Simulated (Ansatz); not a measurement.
**Nudged elastic band of Al2H4Cl2O (part 2 of 2)**

The same run, continued: Al2H4Cl2O; RKS PBE0/def2-SVP (Ansatz 0.2.0). The run did not end well. One setting was made poor on purpose. It belongs to a series of runs on one base structure; here: band between the two ends.

Geometry of the input (Å):
```
Al 0.0273  -0.1391  0.2639
H  -0.7516  0.9001  1.1445
Cl 1.9654  0.2969  -0.4534
Cl -1.3131  -0.9623  -1.4111
O  0.0334  -1.8749  0.9058
Al -1.0194  -2.9491  -0.2129
H  -0.0953  -3.9470  -1.0202
H  -2.4038  -3.3112  0.4557
H  0.7859  -2.2232  1.3985
```

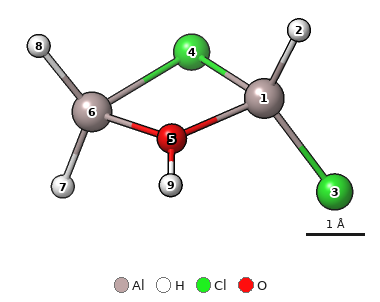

The starting structure (ball-and-stick view, seen at a tilt; atoms are numbered from 1 in the order of the input). Sticks mark near contacts.

```
Unfinished report: {"positions_ang":[[0.08875199562611065,-0.36773475567969344,-0.1626210410508369],[-0.04197577733982844,-0.08457697252418081,1.7728636540585643],[1.9213021348230008,0.4604623522432459,-0.7331521089004306],[-1.6449478930963948,0.23885913222504704,-1.1811869613703898],[-0.05680041593811779,-1.9816614023758172,0.36033335572533776],[-0.7935680492881478,-3.4649817570770285,-0.059771779048166614],[0.20791957198222383,-4.619067340748368,-0.4379914200326145],[-2.3721127821335606,-3.5225184624058414,-0.08774669423206904],[-0.07956879463528607,-0.8685807936573637,1.5999729848506055]],"unchecked":["starts","cluster_reference","orbital_swaps","neighbouring_geometries","increment"],"mean_field":{"relativity":"none","state":{"energy":{"ev":-40326.258486712264,"hartree":-1481.9626652669303},"converged":true,"gradient_ev":0.00008565633499433378,"stability":{"kind":"minimum","curvature_ev":37.131332126396586},"curvature_floor_ev":0.00030000000000000003,"spin_squared":-4.973799150320701e-14},"others":[],"fillings":{"estimated":0,"unestimated":0,"tried":0,"untried":0,"excluded_magnetic_sites":0},"n_dropped_functions":0,"n_trapped_functions":0,"passes":{"evaluations":4,"products":23},"factors":{"origin":"Cholesky decomposition","count":1043,"bound_ev":0.00157192967572266},"gradient_stop_ev":0.00009,"reference_kind":"stationary","functional":{"name":"PBE0","citations":["Adamo & Barone, J. Chem. Phys. 110, 6158 (1999) doi:10.1063/1.478522","Perdew, Burke & Ernzerhof, Phys. Rev. Lett. 77, 3865 (1996) doi:10.1103/PhysRevLett.77.3865"],"text":"name \"PBE0\"\ncite \"Adamo & Barone, J. Chem. Phys. 110, 6158 (1999) doi:10.1063/1.478522\"\ncite \"Perdew, Burke & Ernzerhof, Phys. Rev. Lett. 77, 3865 (1996) doi:10.1103/PhysRevLett.77.3865\"\nparent pbe\nparameter a = 0.25\nparameter kappa = 0.804\nparameter beta = 0.06672455060314922\nexchange = (1 - a)*pbe_x(kappa = kappa, mu = beta*pi^2/3) + a*exact_x\ncorrelation = pbe_c(beta = beta)\n","parameters":{"a":{"value":0.25,"default":0.25},"beta":{"value":0.06672455060314922,"default":0.06672455060314922},"kappa":{"value":0.804,"default":0.804}},"final_grid":{"core_spheres":13.0,"valence_spheres":11.0,"degree":36.0},"final_grid_parameter_source":"default","radial_points_factor":1.0,"radial_grid_error_ev":3.235511906987185e-7,"grid_sensitivity":"normal","grid_sensitivity_ratio":0.001870803151768979},"unsmoothed_excess_ev":-0.000034264945209471974,"symmetry":{"irreps":["A"],"axes":[[0.9998527332500665,0.01643719914409613,0.004932575054578631],[-0.016497786526197537,0.9997857051989144,0.012504667914242526],[-0.004725976312651276,-0.012584202962714681,0.9999096474100476]],"occupied":[{"A":36},{"A":36}]},"held":{"pivots":1042,"left_out":0,"joined":1},"density_repulsion":{"missed_ev":0.0000242978438132574,"excess_ev":2.346119488890202e-7,"most_excess_ev":0.0001944,"are_drawn_again":false,"n_first_factors":1043,"energy_change_ev":0.0,"n_dropped_ends":0}},"factors":{"origin":"Cholesky decomposition","count":1043,"bound_ev":0.00157192967572266},"n_frozen":0,"n_occupied":[36,36],"n_virtual":[70,70],"reference":{"ev":-40326.258486712264,"hartree":-1481.9626652669303},"total":{"ev":-40326.258486712264,"hartree":-1481.9626652669303},"forces_ev_per_angstrom":[[-0.04049059874784753,-0.08130573146879122,-0.6164430078463021],[0.026583429517039084,0.39281270024734155,0.23632044204368902],[-0.012487667089838573,0.10090870510594471,0.17858825895802827],[-0.0280378775793987,0.3065864048100585,0.08937851962809229],[0.17849227083216548,-0.6931016683862548,-0.31039437103266376],[-0.0060317272844592484,-0.14009202911188431,-0.17997209329009947],[-0.032337238853895306,-0.20353780978303906,0.012836370517768125],[-0.03390392483889956,-0.10135675829680217,0.0666160153859119],[-0.05178666597254792,0.4190861868841238,0.5230698656360602]],"charge_distribution":{"dipole_moment_e_ang":[-0.07760255184374056,-0.19992294539282687,0.4818482931850726],"mulliken_charges_e":[0.7695488029611486,-0.06620345249992043,-0.26372167846598416,-0.2852350448050487,-0.6948783884174912,0.7164764478733971,-0.17800475118062442,-0.174941728972287,0.17695979350676516],"lowdin_charges_e":[-0.4076935870131244,0.04716163081602631,0.11456924984180006,0.10546723860294449,-0.03161668126766415,0.2843056548400682,-0.12155346055581728,-0.11942231033138984,0.12878226506710855]},"n_threads":2,"memory_gib":2.556818182580173,"seconds":{"hamiltonian":2.24600089,"orbitals":0.0,"second_order":0.0,"solver_start":0.0,"cycles":0.0,"cycle":0.0,"perturbative":0.0,"full_ci_increment":0.0,"forces":0.0}}
this run last wrote the band of iteration 6 to [file]
Error: NEB band did not converge after 6 iterations: max|band force component| = 6.12e-1 eV/Å (threshold 5.0e-2); raise `neb.max_iterations` in a new run, which can start from the last band evaluated (`neb.initial_path`, with `crystal.atoms` and `neb.final_atoms` set to its first and last images), add images, or start from endpoints closer to local minima. Where this run's directory can be resumed (`checkpoint.write`), a resume goes on for up to `neb.max_iterations` more; to start a new run from the last band, take its images' positions from the `neb_iteration` event of iteration 6 (`data.images[].positions_ang`), in the event stream of the run that computed that iteration (not this run's, if it was resumed behind it). With `checkpoint.write`, `steps/00-neb/state/checkpoint.json` in the run directory holds the last saved band, under `neb.evaluated.images[].positions_ang` (a band under a hybrid functional on support functions is neither saved nor resumed: `neb.initial_path` says where its path is): check the last entry of `neb.iterations` there, which is earlier than 6 if that iteration was not saved or its write failed. If the band's step has no `state` directory and holds `state.next`, a write was cut short, and the file is under `state.next` instead (behind a loss of power it can be under `state.prev`)
this run wrote the band of iteration 6 to [file] as well, whether or not its events were kept: a new run's `neb.initial_path` can list its `images[].positions_ang`
a run's events are kept only if it was started with --events-out <file>, and are in that file
```

The last band as extended XYZ (Å, eV, eV/Å)
```
9
Properties=species:S:1:pos:R:3:forces:R:3 image=0 energy=-40327.60225
Al    0.0273   -0.1391    0.2639   -0.0013  -0.0021   0.0025
H    -0.7516    0.9001    1.1445    0.0003   0.0009   0.0003
Cl    1.9654    0.2969   -0.4534    0.0029   0.0008   0.0005
Cl   -1.3131   -0.9623   -1.4111   -0.0048   0.0029  -0.0049
O     0.0334   -1.8749    0.9058    0.0021  -0.0006   0.0000
Al   -1.0194   -2.9491   -0.2129    0.0046  -0.0010   0.0026
H    -0.0953   -3.9470   -1.0202    0.0002  -0.0022  -0.0002
H    -2.4038   -3.3112    0.4557   -0.0009   0.0005   0.0007
H     0.7859   -2.2232    1.3985   -0.0030   0.0006  -0.0016
9
Properties=species:S:1:pos:R:3:forces:R:3 image=1 energy=-40327.54345
Al    0.1124   -0.1511    0.2257   -0.0055  -0.0001   0.0028
H    -0.4027    0.8420    1.3284   -0.0789   0.0680  -0.0568
Cl    1.8956    0.2686   -0.8201    0.0182  -0.0251   0.0442
Cl   -1.3970   -0.9083   -1.3320    0.0603  -0.0547  -0.0409
O     0.0269   -1.8734    0.8848    0.0320  -0.0174   0.0473
Al   -0.9536   -2.9645   -0.2773   -0.0130  -0.0138   0.0507
H     0.0414   -3.9112   -1.0629   -0.0503   0.0961  -0.1061
H    -2.3370   -3.4438    0.3208    0.0172   0.0178   0.0780
H     0.2428   -2.0681    1.8034    0.0200  -0.0710  -0.0192
9
Properties=species:S:1:pos:R:3:forces:R:3 image=2 energy=-40326.91760
Al    0.1066   -0.1094    0.1353    0.0306  -0.0282  -0.0250
H    -0.1342    0.5804    1.5282   -0.1257   0.3070  -0.0135
Cl    1.8877    0.3106   -0.9261   -0.0232  -0.0492   0.0125
Cl   -1.5450   -0.5167   -1.2707    0.2132  -0.4970   0.0240
O     0.0239   -1.8805    0.7712    0.0406  -0.0837  -0.0670
Al   -0.8714   -3.1306   -0.2129    0.0246   0.2006  -0.0476
H     0.1637   -4.2231   -0.7216   -0.0809   0.2863  -0.2500
H    -2.3881   -3.4418    0.0374   -0.0907   0.0912   0.1330
H    -0.0141   -1.7986    1.7298    0.0115  -0.2270   0.2336
9
Properties=species:S:1:pos:R:3:forces:R:3 image=3 energy=-40326.39737
Al    0.0640   -0.0858    0.0389    0.0044   0.1590   0.1533
H    -0.0326    0.2796    1.6006   -0.0837   0.3226  -0.1049
Cl    1.9193    0.3494   -0.8776   -0.0152  -0.0917  -0.0864
Cl   -1.6520    0.0610   -1.2302    0.1189  -0.1119   0.0270
O    -0.0527   -1.9192    0.6509    0.0722  -0.0704  -0.4269
Al   -0.7949   -3.3890   -0.0561    0.0473   0.1195   0.0750
H     0.2273   -4.5113   -0.4808    0.0271   0.1158  -0.0263
H    -2.3606   -3.4821   -0.1118   -0.0319   0.0460   0.0750
H    -0.0888   -1.5124    1.5367   -0.1390  -0.4888   0.3142
9
Properties=species:S:1:pos:R:3:forces:R:3 image=4 energy=-40326.25845
Al    0.0888   -0.3677   -0.1626   -0.0405  -0.0813  -0.6164
H    -0.0420   -0.0846    1.7729    0.0266   0.3928   0.2363
Cl    1.9213    0.4605   -0.7332   -0.0125   0.1009   0.1786
Cl   -1.6449    0.2389   -1.1812   -0.0280   0.3066   0.0894
O    -0.0568   -1.9817    0.3603    0.1785  -0.6931  -0.3104
Al   -0.7936   -3.4650   -0.0598   -0.0060  -0.1401  -0.1800
H     0.2079   -4.6191   -0.4380   -0.0323  -0.2035   0.0128
H    -2.3721   -3.5225   -0.0877   -0.0339  -0.1014   0.0666
H    -0.0796   -0.8686    1.6000   -0.0518   0.4191   0.5231
9
Properties=species:S:1:pos:R:3:forces:R:3 image=5 energy=-40326.71227
Al    0.0927   -0.5104   -0.3003    0.0805   0.0199   0.0428
H    -0.0149    0.2469    1.7409    0.0085   0.0516  -0.0181
Cl    1.9409    0.4189   -0.6335   -0.0270  -0.0419   0.0152
Cl   -1.6141    0.5402   -0.9170    0.0001  -0.0073   0.0049
O    -0.0101   -2.1565    0.0916   -0.0704   0.1626  -0.1788
Al   -0.8128   -3.6424   -0.1693    0.0419  -0.2718   0.0457
H     0.0841   -4.9628   -0.1893   -0.1302   0.1380   0.0043
H    -2.3942   -3.6252   -0.3532    0.1044  -0.0239   0.0082
H    -0.0426   -0.5186    1.8010   -0.0078  -0.0272   0.0758
9
Properties=species:S:1:pos:R:3:forces:R:3 image=6 energy=-40326.74196
Al    0.0463   -0.5177   -0.2864   -0.0370   0.0987  -0.0120
H     0.1219    0.3134    1.7387   -0.0119  -0.0131  -0.0053
Cl    1.9058    0.2918   -0.8060    0.0023  -0.0113   0.0051
Cl   -1.6493    0.6641   -0.6687    0.0680  -0.0438   0.0212
O    -0.1073   -2.1639    0.0677   -0.0528   0.0690  -0.0574
Al   -0.8546   -3.6763   -0.2033    0.0354  -0.1936   0.0525
H    -0.1165   -4.9866    0.3252   -0.0745   0.1402  -0.0306
H    -2.2470   -3.6909   -0.9665    0.0436  -0.0229   0.0111
H     0.1297   -0.4438    1.8701    0.0267  -0.0232   0.0152
9
Properties=species:S:1:pos:R:3:forces:R:3 image=7 energy=-40326.79168
Al   -0.0009   -0.4727   -0.3137   -0.0244   0.0146   0.0069
H     0.0894    0.2427    1.7540   -0.0103  -0.0025   0.0023
Cl    1.8947    0.1454   -0.9520   -0.0031   0.0032  -0.0015
Cl   -1.5773    0.9085   -0.4489    0.0368  -0.0113   0.0118
O    -0.3042   -2.1084   -0.0351    0.0038   0.0334  -0.0328
Al   -0.9026   -3.6956   -0.2114   -0.0435  -0.0164   0.0397
H    -0.3896   -4.8061    0.7932    0.0152   0.0108   0.0048
H    -1.9681   -3.9628   -1.3515    0.0108  -0.0255  -0.0301
H     0.3875   -0.4608    1.8361    0.0148  -0.0062  -0.0011
9
Properties=species:S:1:pos:R:3:forces:R:3 image=8 energy=-40326.81264
Al   -0.0556   -0.4396   -0.3487    0.0080   0.0144   0.0119
H     0.0972    0.0803    1.7862    0.0041  -0.0070  -0.0008
Cl    1.8614    0.0675   -1.0228   -0.0019   0.0001  -0.0033
Cl   -1.5077    1.0724   -0.2474   -0.0001  -0.0047  -0.0036
O    -0.4930   -2.0575   -0.2022   -0.0049  -0.0094  -0.0119
Al   -0.9740   -3.6922   -0.2144   -0.0061  -0.0055   0.0228
H    -0.7830   -4.5233    1.1222    0.0000   0.0085  -0.0158
H    -1.5878   -4.2889   -1.5463    0.0034  -0.0020  -0.0018
H     0.6715   -0.4285    1.7441   -0.0025   0.0056   0.0025
```

Outcome

| quantity | value |
| --- | --- |
| outcome | not converged |
| barrier, forward (band not converged) | 1.344 eV |
| barrier, backward | 0.554 eV |
| hardware | 2 threads of Arm Neoverse V2, 24 GiB of memory available, shared host |
| wall time | 1.8 min (CPU time 3.3 min) |
| peak memory | 0.21 GiB |

What went wrong

The run did not converge: “NEB band did not converge after 6 iterations: max|band force component| = 6.12e-1 eV/Å (threshold 5.0e-2); raise `neb.max_iterations` in a new run, which can start from the last band evaluated (`neb.initial_path`, with `crystal.atoms` and `neb.final_atoms` set to its first and last images), add images, or start from endpoints closer to local minima …” Its last values are not results. A deliberately poor setting: few iterations.
